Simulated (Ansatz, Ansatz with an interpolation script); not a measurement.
# Settings in Wannier-interpolated G0W0: KRb2RhF6 (Fm-3m), part 2 of 2

Aim: vary the Wannier model and the GW settings for KRb2RhF6 (Fm-3m) and see what the interpolated bands lose.

Ansatz 0.2.0; maximally localised Wannier functions, LDA, plane waves, PAW; PAW set soft_1. Known limits of the many-body steps: not at the basis limit; no spin polarisation; d states lean on the start; no spin-orbit coupling; coarse k mesh.

So far. Step 4 (Wannier model on 4×4×4): Near the gap the model misses directly solved bands by 50.9 meV r.m.s. and by 515 meV at most in the window tested. This tests the starting bands, not the corrections carried with them.

## Step 5: A faulty Wannier input

Contents of input.yaml:

```yaml
crystal:
  lattice:
    - [0.0, 4.438, 4.438]
    - [4.438, 0.0, 4.438]
    - [4.438, 4.438, 0.0]
  atoms:
    - { symbol: K, position: [0.5, 0.5, 0.5] }
    - { symbol: Rb, position: [0.25, 0.25, 0.25] }
    - { symbol: Rb, position: [0.75, 0.75, 0.75] }
    - { symbol: Rh, position: [0.0, 0.0, 0.0] }
    - { symbol: F, position: [0.776, 0.224, 0.224] }
    - { symbol: F, position: [0.224, 0.776, 0.224] }
    - { symbol: F, position: [0.224, 0.776, 0.776] }
    - { symbol: F, position: [0.776, 0.224, 0.776] }
    - { symbol: F, position: [0.224, 0.224, 0.776] }
    - { symbol: F, position: [0.776, 0.776, 0.224] }
kpoints:
  mp_grid: { grid: [4, 4, 4] }
hamiltonian:
  xc: lda
  pseudopotentials: { kind: paw, azcp: { folder: soft_1 }, xc_functional: pbe }
scf:
  occupations: { method: fixed }
  n_extra_bands: 92
output:
  wannier:
    kmesh: [4, 4, 4]
    projections:
      - { species: F, l: p, shell: 2 }
      - { species: Rb, l: s, shell: 5 }
      - { species: Rh, l: d, shell: 4 }
    minimise: true
    write_hr: true
    seedname: w
    conv_tol: 1.0e-06
    max_iter: 20000
    stability_check: false
    disentanglement: { window: [0.76, 29.26] }
```

Launch:

```
$ ansatz run input.yaml --threads 8 --pin off --max-ram 18432MiB --backend cpu --events-out ev --progress --plain --runs-dir out
```

Numbers of over 12 decimals in the logs are rounded to 6 here.

What it wrote:

```text
[...]
Crystal: 10 atoms, lattice volume = 174.820 Å³
Basis set: ecut = 420 eV, 3479 PW (Γ)
Bands: 135, of which v1, the nominal top of the filled ones, is band 43 counted from 1 (42 counted from 0)
Symmetry: 48 space group operations
[...]
k-points: 8 of 64
[...]
SCF iter   1: F=—  HF=-18898.098180 eV  |F-HF|=—  |Δ(HF+E_count)|=         —  Δρ=1.68e-1  dr2=4.16e1  ethr=3.10e-3  ⟨swp⟩=4.8  Hψ=3805  notcnv=0  defer=693
[...]
SCF iter   9: F=-18886.080623 eV  HF=-18886.080623 eV  |F-HF|=9.06e-9  |Δ(HF+E_count)|=   1.19e-7  Δρ=2.04e-6  dr2=1.41e-8  ethr=1.16e-10  ⟨swp⟩=13.2  Hψ=9147  notcnv=0
SCF 1 converged in 9 iterations: F = -18886.080623 eV  dr2 = 1.41e-8
[...]
SCF converged after 9 iterations
Free energy (F): -18886.080623 eV
[...]
Internal energy: -18886.080623 eV  (E = F + TS)
E sigma→0 (E₀):  -18886.080623 eV
Fermi energy:    4.862281 eV
[...]
--- Band table (eV; the first three rows and the last of 8) ---
  k-point 0: bands = [... 39 lower, 1.7714, 4.7219, 4.7219, 4.7219, 6.9943, 6.9943, 8.2760, 10.9744, ... 88 higher]
  k-point 1: bands = [... 39 lower, 1.7270, 4.7473, 4.7641, 4.7641, 7.0732, 7.0732, 8.9266, 11.3310, ... 88 higher]
  k-point 2: bands = [... 39 lower, 1.6700, 4.7722, 4.8038, 4.8038, 7.1503, 7.1503, 10.3420, 10.3788, ... 88 higher]
  k-point 7: bands = [... 39 lower, 1.6537, 4.7763, 4.7763, 4.8622, 6.8953, 7.1070, 10.8956, 10.8956, ... 88 higher]
[...]
```

Run time: 39 s. Hardware: 8 threads of Arm Neoverse V2, shared host; peak memory 1.2 GiB.

This step gave:

* gauge-invariant spread: 37.90 Å²
* diagonal spread: 0.006215 Å²
* off-diagonal spread: 6.540 Å²
* total spread: 44.45 Å²
* least projectability: 1.11e-8
* localisation steps: 313
* disentanglement steps: 4080
* r.m.s. interpolation error: 0.9463 eV
* r.m.s. error near the gap: 1.027 eV

No frozen window. Electronic bands along the path, in eV, zero at the valence-band top; v1 is the highest filled band, c1 the lowest empty one:

| point | v4 | v3 | v2 | v1 | c1 | c2 | c3 | c4 |
| --- | --- | --- | --- | --- | --- | --- | --- | --- |
| Γ | -1.95 | 0.14 | 0.25 | 0.55 | 2.45 | 2.46 | 6.20 | 9.23 |
| X | -2.02 | 0.11 | 0.14 | 0.48 | 2.39 | 2.51 | 7.81 | 8.91 |
| U | -2.01 | 0.14 | 0.16 | 0.50 | 2.39 | 2.48 | 7.77 | 8.90 |
| jump to K | -2.02 | 0.13 | 0.16 | 0.51 | 2.40 | 2.47 | 7.84 | 8.89 |
| Γ | -1.95 | 0.14 | 0.25 | 0.55 | 2.45 | 2.46 | 6.20 | 9.23 |
| L | -2.01 | 0.14 | 0.20 | 0.51 | 2.40 | 2.44 | 7.47 | 8.45 |
| W | -2.08 | 0.13 | 0.15 | 0.50 | 2.42 | 2.47 | 7.83 | 8.92 |
| X | -2.02 | 0.11 | 0.14 | 0.48 | 2.39 | 2.51 | 7.81 | 8.91 |

The same for Kohn-Sham, solved directly:

| point | v4 | v3 | v2 | v1 | c1 | c2 | c3 | c4 |
| --- | --- | --- | --- | --- | --- | --- | --- | --- |
| Γ | -3.09 | -0.14 | -0.14 | -0.14 | 2.13 | 2.13 | 3.41 | 6.11 |
| X | -3.10 | -0.19 | 0.00 | 0.00 | 1.99 | 2.15 | 5.51 | 6.46 |
| U | -3.15 | -0.13 | -0.03 | -0.02 | 2.06 | 2.22 | 5.82 | 6.07 |
| K | -3.15 | -0.13 | -0.03 | -0.02 | 2.06 | 2.22 | 5.82 | 6.07 |
| Γ | -3.09 | -0.14 | -0.14 | -0.14 | 2.13 | 2.13 | 3.41 | 6.11 |
| L | -3.19 | -0.09 | -0.06 | -0.06 | 2.29 | 2.29 | 5.48 | 5.52 |
| W | -3.21 | -0.09 | -0.09 | 0.00 | 2.03 | 2.24 | 6.03 | 6.03 |
| X | -3.10 | -0.19 | 0.00 | 0.00 | 1.99 | 2.15 | 5.51 | 6.46 |

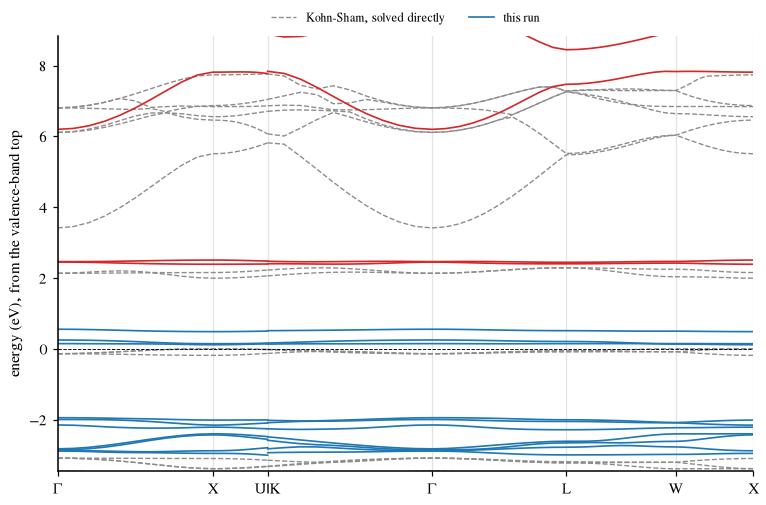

Electronic bands along the path; lines of filled and empty bands in two colours; dashed: Kohn-Sham, solved directly.

The fault put into this input: nothing frozen.

## Step 6: G0W0: 4×4×4 mesh, 729 empty bands, screening to 150 eV, PAW set soft_1 files

G0W0 replaces the xc potential by the self-energy, built once from these orbitals. Only a window of levels is corrected, while the sums run over the empty bands that the input names.

This step: G0W0 on LDA, plane waves, PAW; PAW set soft_1.

input.yaml, the sections that differ from step 5:

```yaml
scf:
  occupations: { method: fixed }
gw:
  n_empty_bands: 729
  ecut_chi: 150.0
  qp_bands: [v12, c4]
  screening: { model: contour_deformation }
# crystal, kpoints, hamiltonian: as in step 5
# output: removed
```

What it wrote:

```text
[...]
Crystal: 10 atoms, lattice volume = 174.820 Å³
Basis set: ecut = 420 eV, 3479 PW (Γ)
Bands: 53, of which v1, the nominal top of the filled ones, is band 43 counted from 1 (42 counted from 0)
Symmetry: 48 space group operations
[...]
k-points: 8 of 64
[...]
0    39      1.7715   -31.7924     6.2252   -23.8304  0.7507    -0.0217     0.0346  root
[...]
7    44      6.8954   -20.5016    -4.3675   -27.1557  0.7859     9.2365     9.1821  root
     7    45      7.1071   -21.3974    -4.3481   -28.0654  0.7803     9.4863     9.4271  root
     7    46     10.8956    -7.0213    -3.3511   -12.0636  0.8574    12.6108    12.5867  root
     7    47     10.8956    -7.0213    -3.3511   -12.0636  0.8574    12.6108    12.5867  root
[key lines of the parts left out:]
SCF converged after 9 iterations
Free energy (F): -18886.080623 eV
Fermi energy:    4.862446 eV
```

It took 9.4 min on 8 threads; peak memory 7.2 GiB; 73 min of CPU time.

The G0W0 gap on the mesh is 5.591 eV.

## Step 7: G0W0: 2×2×2 mesh, 729 empty bands, screening to 150 eV, PAW set soft_1 files

input.yaml: that of step 6 with these lines changed.

```diff
@@ -17,3 +17,3 @@
 kpoints:
-  mp_grid: { grid: [4, 4, 4] }
+  mp_grid: { grid: [2, 2, 2] }
 hamiltonian:
```

What it wrote:

```text
[...]
Crystal: 10 atoms, lattice volume = 174.820 Å³
Basis set: ecut = 420 eV, 3479 PW (Γ)
Bands: 53, of which v1, the nominal top of the filled ones, is band 43 counted from 1 (42 counted from 0)
Symmetry: 48 space group operations
[...]
k-points: 3 of 8
[...]
0    39      1.7741   -31.8206     6.2447   -23.8300  0.7506    -0.0287     0.0282  root
[...]
2    44      6.8560   -20.2300    -4.4240   -26.9286  0.7861     9.1926     9.1307  root
     2    45      7.0159   -21.0965    -4.4156   -27.8488  0.7808     9.4124     9.3526  root
     2    46     10.3718    -6.7422    -3.3468   -11.7030  0.8597    12.0079    11.9858  root
     2    47     11.3221    -7.2607    -3.3763   -12.4353  0.8536    13.1496    13.1203  root
[key lines of the parts left out:]
SCF converged after 9 iterations
Free energy (F): -18886.071940 eV
Fermi energy:    4.862893 eV
```

The job ended after 49 s (8 threads; peak memory 3 GiB).

The G0W0 gap on the mesh is 5.598 eV.

## Step 8: G0W0: 4×4×4 mesh, 338 empty bands, screening to 90 eV, PAW set soft_1 files

input.yaml: that of step 7 with these lines changed.

```diff
@@ -17,3 +17,3 @@
 kpoints:
-  mp_grid: { grid: [2, 2, 2] }
+  mp_grid: { grid: [4, 4, 4] }
 hamiltonian:
@@ -24,4 +24,4 @@
 gw:
-  n_empty_bands: 729
-  ecut_chi: 150.0
+  n_empty_bands: 338
+  ecut_chi: 90
   qp_bands: [v12, c4]
```

What it wrote:

```text
[...]
Crystal: 10 atoms, lattice volume = 174.820 Å³
Basis set: ecut = 420 eV, 3479 PW (Γ)
Bands: 53, of which v1, the nominal top of the filled ones, is band 43 counted from 1 (42 counted from 0)
Symmetry: 48 space group operations
[...]
k-points: 8 of 64
[...]
0    39      1.7715   -31.7924     6.3334   -23.8304  0.7527     0.0927     0.1429  root
[...]
7    44      6.8954   -20.5016    -4.1850   -27.1557  0.7933     9.4339     9.3645  root
     7    45      7.1071   -21.3974    -4.1549   -28.0654  0.7875     9.6965     9.6203  root
     7    46     10.8956    -7.0213    -3.2822   -12.0636  0.8581    12.6822    12.6556  root
     7    47     10.8956    -7.0213    -3.2822   -12.0636  0.8581    12.6822    12.6556  root
[key lines of the parts left out:]
SCF converged after 9 iterations
Free energy (F): -18886.080623 eV
Fermi energy:    4.862446 eV
```

Elapsed: 97 s, on 8 threads; peak memory 2.5 GiB; 12 min of CPU time.

The G0W0 gap on the mesh is 5.591 eV.

## Step 9: G0W0: 4×4×4 mesh, 729 empty bands, screening to 150 eV, plasmon pole, PAW set soft_1 files

input.yaml: that of step 8 with these lines changed.

```diff
@@ -24,5 +24,5 @@
 gw:
-  n_empty_bands: 338
-  ecut_chi: 90
+  n_empty_bands: 729
+  ecut_chi: 150.0
   qp_bands: [v12, c4]
-  screening: { model: contour_deformation }
+  screening: { model: godby_needs }
```

What it wrote:

```text
[...]
Crystal: 10 atoms, lattice volume = 174.820 Å³
Basis set: ecut = 420 eV, 3479 PW (Γ)
Bands: 53, of which v1, the nominal top of the filled ones, is band 43 counted from 1 (42 counted from 0)
Symmetry: 48 space group operations
[...]
k-points: 8 of 64
[...]
0    39      1.7715   -31.7924     6.2160   -23.8304  0.7822     0.0017     0.0254  root
[...]
7    44      6.8954   -20.5016    -4.1330   -27.1557  0.8108     9.4315     9.4165  root
     7    45      7.1071   -21.3974    -4.0997   -28.0654  0.8067     9.6983     9.6754  root
     7    46     10.8956    -7.0213    -3.2912   -12.0636  0.8718    12.6583    12.6466  root
     7    47     10.8956    -7.0213    -3.2912   -12.0636  0.8718    12.6583    12.6466  root
[key lines of the parts left out:]
SCF converged after 9 iterations
Free energy (F): -18886.080623 eV
Fermi energy:    4.862446 eV
```

The job ended after 15 min (8 threads; peak memory 7.2 GiB).

The G0W0 gap on the mesh is 5.806 eV.

## Step 10: Interpolated results

Times are wall times on 8 threads of Arm Neoverse V2, shared host, good to a factor of about two.

| GW mesh | empty bands | cutoff (eV) | frequency | gap on mesh (eV) | gap over zone (eV) | direct gap (eV) | valence width (eV) | GW time |
| --- | --- | --- | --- | --- | --- | --- | --- | --- |
| 4×4×4 | 729 | 150 | contour deformation | 5.591 | 5.591 | 5.591 | 4.274 | 9.4 min |
| 2×2×2 | 729 | 150 | contour deformation | 5.598 | 5.598 | 5.598 | 4.282 | 49 s |
| 4×4×4 | 338 | 90 | contour deformation | 5.591 | 5.591 | 5.591 | 4.346 | 97 s |
| 4×4×4 | 729 | 150 | plasmon pole | 5.806 | 5.806 | 5.806 | 4.361 | 15 min |

## Step 11: What came out

| Quantity | Value |
| --- | --- |
| 4×4×4 mesh, 729 empty bands, screening to 150 eV, PAW set soft_1 files | 5.59 eV |
| 2×2×2 mesh, 729 empty bands, screening to 150 eV, PAW set soft_1 files | 5.60 eV |
| 4×4×4 mesh, 338 empty bands, screening to 90 eV, PAW set soft_1 files | 5.59 eV |
| 4×4×4 mesh, 729 empty bands, screening to 150 eV, plasmon pole, PAW set soft_1 files | 5.81 eV |

**Reading.** The largest change, +0.21 eV in the gap over the zone, comes with 4×4×4 mesh, 729 empty bands, screening to 150 eV, plasmon pole, PAW set soft_1 files. The first run is a reference, not a converged one, and where a row moves several settings no single cause can be named. Rows on another GW mesh add that mesh's corrections to the bands of the one model. Nothing frozen (4×4×4): the miss near the gap goes from 51 (the model on 4×4×4) to 1027 meV and the total spread from 49.3 to 44.4 Å². With 2×2×2 mesh, 729 empty bands, screening to 150 eV, PAW set soft_1 files the gap over the zone moves by +0.01 eV and that on the mesh by +0.01 eV. With 4×4×4 mesh, 338 empty bands, screening to 90 eV, PAW set soft_1 files the gap over the zone moves by +0.00 eV and that on the mesh by −0.0002 eV. With 4×4×4 mesh, 729 empty bands, screening to 150 eV, plasmon pole, PAW set soft_1 files the gap over the zone moves by +0.21 eV and that on the mesh by +0.22 eV. Gaps over the zone and on the mesh differ where an edge lies off the mesh, or where a GW run starts from another density: the starting gap over the zone is 1.993 eV, on the GW meshes it is 1.993 eV. The runs have no spin polarisation. For a closed low-spin shell that is the natural state; where a d or f shell is open it is a constraint, and the gap is then not the crystal's own. With d states at the gap, one-shot GW leans hard on its start. The many-body steps are scalar-relativistic: spin-orbit coupling is not in them.

[Paths, hosts, dates, memory and timing lines, banners, echoed tables and standing remarks are left out of the program output.]

[Logs are printed without paths, hosts, clocks, repeated set-up lines and the standing remarks that a program may print on its own settings, such as how far it seeks lower states.]

[Runs of the session that timed out or met a known fault of the program may be left out.]

[Hosts, paths, dates, database ids (printed as entryN), source tags and the programs' standing remarks are cut or masked in the printed files.]
